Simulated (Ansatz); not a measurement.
**C2H7Al: molecular dynamics (part 1 of 2)**

The run: molecular dynamics of C2H7Al. Method and program: RKS B3LYP/def2-SVP (Ansatz 0.2.0).

The run did not end well. One setting was made poor on purpose. It belongs to a series of runs on one base structure; here: an input spoilt on purpose.

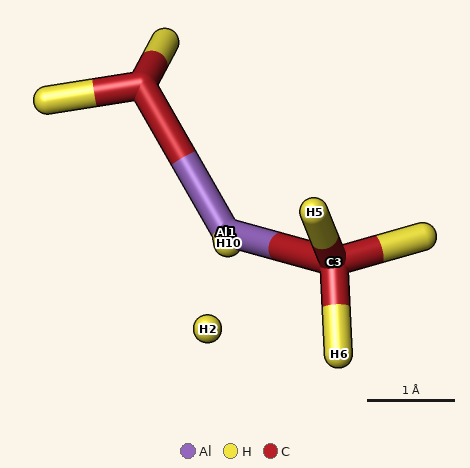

The input geometry (stick view, seen at a tilt; atoms are numbered from 1 in the order of the input). Sticks mark near contacts.

**Outcome**

| quantity | value |
| --- | --- |
| outcome | stopped at the time limit |
| mean temperature over the second half | 20773328 K |
| trajectory | 18 steps, 18 fs |
| ensemble | nve |
| temperature in the input | 1500.0 K |
| time step | 1.0 fs |
| hardware | 1 thread of Arm Neoverse V2, 24 GiB of memory available, shared host |
| wall time | 90 s |
| peak memory | 0.17 GiB |

The run was cut off by its time limit, so the output is incomplete. A deliberately poor setting: bad input.

**The input**
```yaml
crystal:
  periodic: [false, false, false]
  atoms:
    - { symbol: Al, position_ang: [0.001615, 0.013043, -0.037856] }
    - { symbol: H, position_ang: [-0.014847, -0.031116, 1.55626] }
    - { symbol: C, position_ang: [1.728899, 0.021378, -0.973674] }
    - { symbol: H, position_ang: [2.07537, -1.018825, -1.127233] }
    - { symbol: H, position_ang: [1.676219, 0.48411, -1.973742] }
    - { symbol: H, position_ang: [2.521961, 0.529363, -0.399368] }
    - { symbol: C, position_ang: [-1.718937, 0.003626, -0.986093] }
    - { symbol: H, position_ang: [-2.298665, -0.903875, -0.735546] }
    - { symbol: H, position_ang: [-2.347848, 0.856236, -0.670747] }
    - { symbol: H, position_ang: [0.151615, 0.113043, -0.037856] }
basis:
  gaussian: { orbitals: def2-SVP }
hamiltonian:
  xc: b3lyp
md:
  timestep: 1.0
  n_steps: 25
  ensemble: nve
  temperature: 1500.0
  initial_velocities: maxwell_boltzmann
  seed: 313886
```

Launch command:
```bash
ansatz run input.yaml --threads 1 --pin off --max-ram 2048MiB --backend cpu --events-out ev --progress --plain --runs-dir out
```

**Output**
```
Engine: ansatz 0.2.0, aarch64-unknown-linux-gnu
Functional definition: B3LYP
  parameter a0 = 0.2
  parameter ax = 0.72
  parameter ac = 0.81
  exchange = (1 - a0 - ax)*slater_x + ax*b88_x + a0*exact_x
  correlation = (1 - ac)*vwn_rpa_c + ac*lyp_c
875 factors; integrals over basis functions are off by at most 6.6e-4 eV
mean field evaluation 1: about -8341.5630 eV, gradient 7.2e1 eV
mean field evaluation 2: about -8307.4006 eV, gradient 1.1e2 eV
mean field evaluation 4: about -8344.8088 eV, gradient 4.4e1 eV
mean field evaluation 8: about -8355.2881 eV, gradient 2.4e0 eV
mean field evaluation 16: about -8355.0428 eV, gradient 1.3e-3 eV
mean field -8355.04282171 eV, -307.0421604463 hartree, gradient 4.7e-5 eV, S^2 0.000000; 0 other end points of the search recorded, 0 dependent functions left out
the calculation of the forces begins
reference -8355.04307217 eV, -307.0421696506 hartree; 16, 16 occupied and 65, 65 virtual orbitals, 875 factors
md step     0: t =     0.00 fs  T =  1500.0 K  F+E_penalty+E_count = -8355.04282171 eV  E_kin = 1.551120 eV  conserved = -8353.49170172 eV  (31 SCF iters)
these checks for a lower state are left out or cut short: starts, cluster_reference, orbital_swaps, neighbouring_geometries, increment
875 factors; integrals over basis functions are off by at most 8.3e-4 eV
mean field -8770.05862626 eV, -322.2937099558 hartree, gradient 2.3e-5 eV, S^2 0.000000; 0 other end points of the search recorded, 0 dependent functions left out
[... from here on the field's lines of each further geometry are left out, up to the last ...]
md step     1: t =     1.00 fs  T = 20781237.3 K  F+E_penalty+E_count = -8770.05862626 eV  E_kin = 21489.461696 eV  conserved = 12719.40306990 eV  (49 SCF iters)
md step     2: t =     2.00 fs  T = 20774499.0 K  F+E_penalty+E_count = -8762.03049749 eV  E_kin = 21482.493791 eV  conserved = 12720.46329371 eV  (50 SCF iters)
md step     3: t =     3.00 fs  T = 20772626.8 K  F+E_penalty+E_count = -8759.55834629 eV  E_kin = 21480.557744 eV  conserved = 12720.99939777 eV  (71 SCF iters)
md step     4: t =     4.00 fs  T = 20776467.6 K  F+E_penalty+E_count = -8765.34895454 eV  E_kin = 21484.529482 eV  conserved = 12719.18052747 eV  (58 SCF iters)
md step     5: t =     5.00 fs  T = 20777564.8 K  F+E_penalty+E_count = -8765.94389681 eV  E_kin = 21485.663993 eV  conserved = 12719.72009653 eV  (44 SCF iters)
md step     6: t =     6.00 fs  T = 20776201.2 K  F+E_penalty+E_count = -8764.39113807 eV  E_kin = 21484.253987 eV  conserved = 12719.86284868 eV  (40 SCF iters)
md step     7: t =     7.00 fs  T = 20774782.0 K  F+E_penalty+E_count = -8762.90146416 eV  E_kin = 21482.786439 eV  conserved = 12719.88497506 eV  (49 SCF iters)
md step     8: t =     8.00 fs  T = 20773797.2 K  F+E_penalty+E_count = -8761.88316096 eV  E_kin = 21481.768078 eV  conserved = 12719.88491713 eV  (70 SCF iters)
md step     9: t =     9.00 fs  T = 20773284.0 K  F+E_penalty+E_count = -8761.36085161 eV  E_kin = 21481.237332 eV  conserved = 12719.87648046 eV  (125 SCF iters)
md step    10: t =    10.00 fs  T = 20773113.0 K  F+E_penalty+E_count = -8761.20326088 eV  E_kin = 21481.060519 eV  conserved = 12719.85725815 eV  (492 SCF iters)
md step    11: t =    11.00 fs  T = 20773006.5 K  F+E_penalty+E_count = -8761.11824116 eV  E_kin = 21480.950417 eV  conserved = 12719.83217573 eV  (171 SCF iters)
md step    12: t =    12.00 fs  T = 20772709.1 K  F+E_penalty+E_count = -8760.79808553 eV  E_kin = 21480.642798 eV  conserved = 12719.84471295 eV  (179 SCF iters)
md step    13: t =    13.00 fs  T = 20772476.7 K  F+E_penalty+E_count = -8760.51043366 eV  E_kin = 21480.402524 eV  conserved = 12719.89209044 eV  (176 SCF iters)
md step    14: t =    14.00 fs  T = 20772772.9 K  F+E_penalty+E_count = -8760.84923300 eV  E_kin = 21480.708824 eV  conserved = 12719.85959051 eV  (214 SCF iters)
md step    15: t =    15.00 fs  T = 20773310.6 K  F+E_penalty+E_count = -8761.42934446 eV  E_kin = 21481.264842 eV  conserved = 12719.83549710 eV  (278 SCF iters)
md step    16: t =    16.00 fs  T = 20773739.6 K  F+E_penalty+E_count = -8761.85596971 eV  E_kin = 21481.708465 eV  conserved = 12719.85249543 eV  (242 SCF iters)
the calculation of the forces begins
reference -8762.30931958 eV, -322.0089281881 hartree; 16, 16 occupied and 65, 65 virtual orbitals, 866 factors
md step    17: t =    17.00 fs  T = 20774183.5 K  F+E_penalty+E_count = -8762.30876169 eV  E_kin = 21482.167477 eV  conserved = 12719.85871503 eV  (230 SCF iters)
these checks for a lower state are left out or cut short: starts, cluster_reference, orbital_swaps, neighbouring_geometries, increment
865 factors; integrals over basis functions are off by at most 9.1e-4 eV
mean field evaluation 448: about -8762.8757 eV, gradient 2.9e-3 eV
mean field -8762.87568257 eV, -322.0297416441 hartree, gradient 2.1e-10 eV, S^2 0.000000; 0 other end points of the search recorded, 0 dependent functions left out
the calculation of the forces begins
reference -8762.87624154 eV, -322.0297621858 hartree; 16, 16 occupied and 65, 65 virtual orbitals, 865 factors
md step    18: t =    18.00 fs  T = 20774683.3 K  F+E_penalty+E_count = -8762.87568257 eV  E_kin = 21482.684323 eV  conserved = 12719.80864090 eV  (214 SCF iters)
```

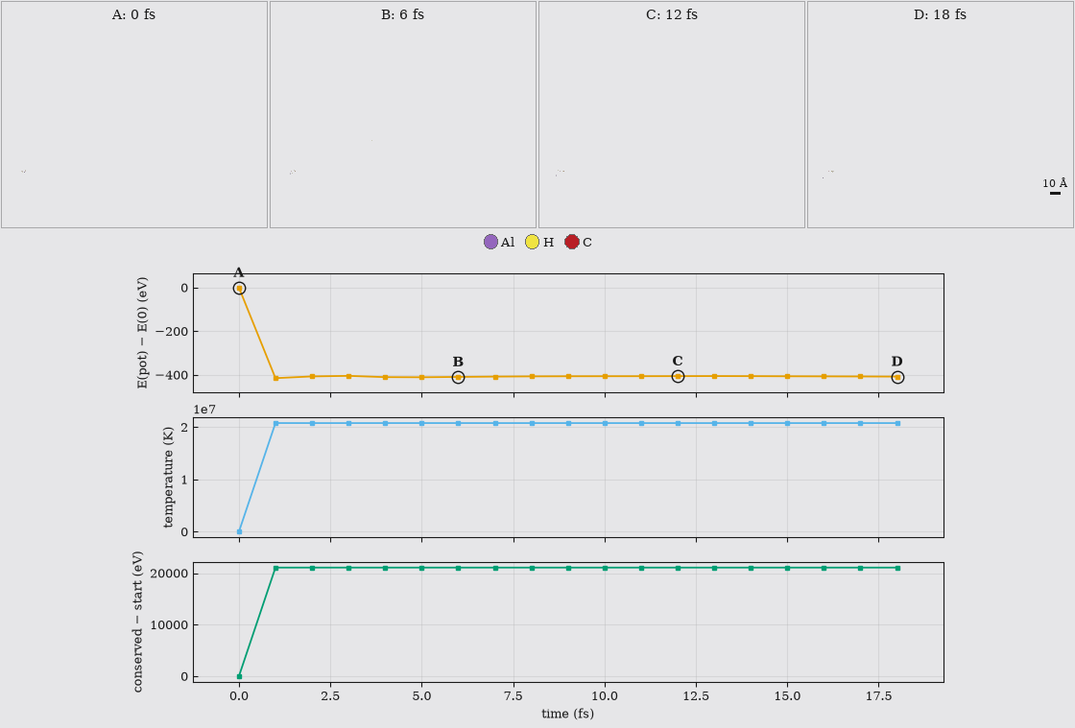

Frames of the molecular dynamics (ball-and-stick, seen at a tilt) above the curves, on which the letters mark them. The trajectory kept here has 19 frames over 18 fs. The temperature starts at 1500 K, ranges from 1500 to 20781237 K and averages 20773328 K over the second half. The potential energy ends 407.833 eV below its first value. The conserved quantity stays within 21000 eV. After an unweighted best fit of the last frame on the first, the root-mean-square displacement is 108.01 Å, and H10 has moved furthest (323.71 Å).

```
these checks for a lower state are left out or cut short: starts, cluster_reference, orbital_swaps, neighbouring_geometries, increment
865 factors; integrals over basis functions are off by at most 7.9e-4 eV
Unfinished report: {"positions_ang":[[-10.838295303078628,-7.644144169257899,0.36706357225418124],[-1.1356774432650245,0.2871928090555873,-0.7080770428060608],[1.919221710876585,0.08870825170148906,-1.0477912994706429],[1.9198093143897255,-1.1125066128171859,-1.2294906486484714],[0.8220537678675929,0.29563869576724416,-0.795414802050068],[2.8042869863863094,0.4975688389531112,-0.2417247417525265],[-2.2067913895908484,0.2620898237589509,-1.3959504159183433],[-5.206016278130771,1.4241810892544233,-4.372152896472553],[-2.467384767654436,1.289513447073038,-1.076236452766687],[298.72823053162546,198.4282772991462,-0.036894027756262694]],"unchecked":["starts","cluster_reference","orbital_swaps","neighbouring_geometries","increment"],"mean_field":{"relativity":"none","state":{"energy":{"ev":-8762.876241541808,"hartree":-322.0297621858126},"converged":true,"gradient_ev":2.1224187963783588e-10,"stability":{"kind":"minimum","curvature_ev":0.0012746307786145707},"curvature_floor_ev":0.00030000000000000003,"spin_squared":-3.552713678800501e-15},"others":[],"fillings":{"estimated":0,"unestimated":0,"tried":0,"untried":0,"excluded_magnetic_sites":0},"n_dropped_functions":0,"n_trapped_functions":0,"passes":{"evaluations":16,"products":198},"factors":{"origin":"Cholesky decomposition","count":865,"bound_ev":0.0009102639254505834},"gradient_stop_ev":0.00001,"reference_kind":"stationary","functional":{"name":"B3LYP","citations":["Stephens, Devlin, Chabalowski & Frisch, J. Phys. Chem. 98, 11623 (1994) doi:10.1021/j100096a001","Becke, Phys. Rev. A 38, 3098 (1988) doi:10.1103/PhysRevA.38.3098","Lee, Yang & Parr, Phys. Rev. B 37, 785 (1988) doi:10.1103/PhysRevB.37.785","Vosko, Wilk & Nusair, Can. J. Phys. 58, 1200 (1980) doi:10.1139/p80-159"],"text":"name \"B3LYP\"\ncite \"Stephens, Devlin, Chabalowski & Frisch, J. Phys. Chem. 98, 11623 (1994) doi:10.1021/j100096a001\"\ncite \"Becke, Phys. Rev. A 38, 3098 (1988) doi:10.1103/PhysRevA.38.3098\"\ncite \"Lee, Yang & Parr, Phys. Rev. B 37, 785 (1988) doi:10.1103/PhysRevB.37.785\"\ncite \"Vosko, Wilk & Nusair, Can. J. Phys. 58, 1200 (1980) doi:10.1139/p80-159\"\nparameter a0 = 0.2\nparameter ax = 0.72\nparameter ac = 0.81\nexchange = (1 - a0 - ax)*slater_x + ax*b88_x + a0*exact_x\ncorrelation = (1 - ac)*vwn_rpa_c + ac*lyp_c\n","parameters":{"a0":{"value":0.2,"default":0.2},"ac":{"value":0.81,"default":0.81},"ax":{"value":0.72,"default":0.72}},"final_grid":{"core_spheres":13.0,"valence_spheres":11.0,"degree":36.0},"final_grid_parameter_source":"default","radial_points_factor":1.0,"radial_grid_error_ev":6.729326096032238e-7,"grid_sensitivity":"normal","grid_sensitivity_ratio":0.0013437628806248659},"unsmoothed_excess_ev":-0.0005589684866112733,"symmetry":{"irreps":["A"],"axes":[[0.5846707059571431,-0.7019310259921945,0.40675914291521587],[0.41606144327551575,-0.17099098893228146,-0.8931153100935261],[0.6964574940476056,0.6914151549203312,0.19207301354282894]],"occupied":[{"A":16},{"A":16}]},"held":{"pivots":862,"left_out":13,"joined":3},"density_repulsion":{"missed_ev":9.314900052861664e-6,"excess_ev":0.0,"most_excess_ev":0.0000864,"are_drawn_again":false,"n_first_factors":865,"energy_change_ev":0.0,"n_dropped_ends":0}},"factors":{"origin":"Cholesky decomposition","count":865,"bound_ev":0.0009102639254505834},"n_frozen":0,"n_occupied":[16,16],"n_virtual":[65,65],"reference":{"ev":-8762.876241541808,"hartree":-322.0297621858126},"total":{"ev":-8762.876241541808,"hartree":-322.0297621858126},"forces_ev_per_angstrom":[[0.0068844721109119975,0.008532375138523396,-0.005320469631260205],[-2.194200578245001,-0.4010173410360335,-1.5339914356769833],[0.5811243552252798,-2.3150244178675075,2.7250385125838132],[0.6233760850291546,2.7562732376164876,0.07643950113666977],[1.397694452492528,0.5754565964977826,-0.3676263726282695],[-2.5377369437275523,-1.0096231375102556,-2.458454627284154],[2.6453071120926492,-0.20158304260037277,1.6416647596016234],[0.015024168605511914,0.0008258407888603333,0.016996051596543348],[-0.5374621817609483,0.5861673200680809,-0.0947460190565367],[-0.000010941824207736495,-7.431099266927635e-6,9.936047607676504e-8]],"charge_distribution":{"dipole_moment_e_ang":[-55.594093369125865,-37.831768595277175,1.3500401282018784],"mulliken_charges_e":[0.4056925498884052,0.008104719460228949,-0.23036965732340775,0.0612519940889662,0.0551850055839036,0.07803304669686861,-0.05465698137075847,-0.19263172282579966,0.044128899782775455,-0.17473785398116215],"lowdin_charges_e":[0.40569254988889725,-0.021993215410253564,-0.057043270765657184,0.01119132679342516,-0.03321317457904982,0.03335188119442423,0.08969930696818729,-0.19260685802654431,-0.06034069208225046,-0.17473785398116282]},"n_threads":1,"memory_gib":1.7045454550534487,"seconds":{"hamiltonian":7.555238178,"orbitals":0.0,"second_order":0.0,"solver_start":0.0,"cycles":0.0,"cycle":0.0,"perturbative":0.0,"full_ci_increment":0.0,"forces":0.0}}
Error: SIGTERM received: run cancelled behind 479 evaluations of the mean field
```

**Trajectory as extended XYZ (Å, eV, eV/Å), 19 frames, from step=0 to step=18**
```
10
Properties=species:S:1:pos:R:3:forces:R:3 step=0 time_fs=0.0 energy=-8355.04282 temperature=1500.0
Al    0.0016    0.0130   -0.0379  -3463.9834 -2306.1647  -0.8205
H    -0.0148   -0.0311    1.5563    0.9206  -0.7889  -0.9041
C     1.7289    0.0214   -0.9737   -0.5696   0.5522   0.9850
H     2.0754   -1.0188   -1.1272   -0.3706  -0.0380   0.1903
H     1.6762    0.4841   -1.9737   -0.4377   0.0425   0.1659
H     2.5220    0.5294   -0.3994   -0.1200   0.0018   0.0780
C    -1.7189    0.0036   -0.9861    1.9765  -0.2162   1.1948
H    -2.2987   -0.9039   -0.7355    0.0655  -0.0244   0.8380
H    -2.3478    0.8562   -0.6707    0.0895   0.4315  -1.1905
H     0.1516    0.1130   -0.0379  3462.4292 2306.2041  -0.5367
10
Properties=species:S:1:pos:R:3:forces:R:3 step=1 time_fs=1.0 energy=-8770.05863 temperature=20781237.3
Al   -0.6182   -0.4028   -0.0355   14.5722  -1.4490   9.6173
H    -0.0576    0.0230    1.5230   -0.5466  -0.7908  -0.7302
C     1.7462    0.0171   -0.9698   -3.2798  -0.4648  -1.7351
H     2.0670   -0.9601   -1.1482    0.5192  -2.2661  -0.3154
H     1.6466    0.5215   -1.9336   -0.7074   0.0742  -0.2678
H     2.4859    0.5148   -0.4862    2.1262   1.8621   2.6785
C    -1.7244    0.0050   -0.9874  -11.7874   3.3410  -7.1445
H    -2.3169   -0.9100   -0.7214   -0.9554   0.0462  -1.1269
H    -2.3508    0.8752   -0.6772    0.0621  -0.3509  -0.9758
H    16.7392   11.1306   -0.0378   -0.0030  -0.0020  -0.0001
```
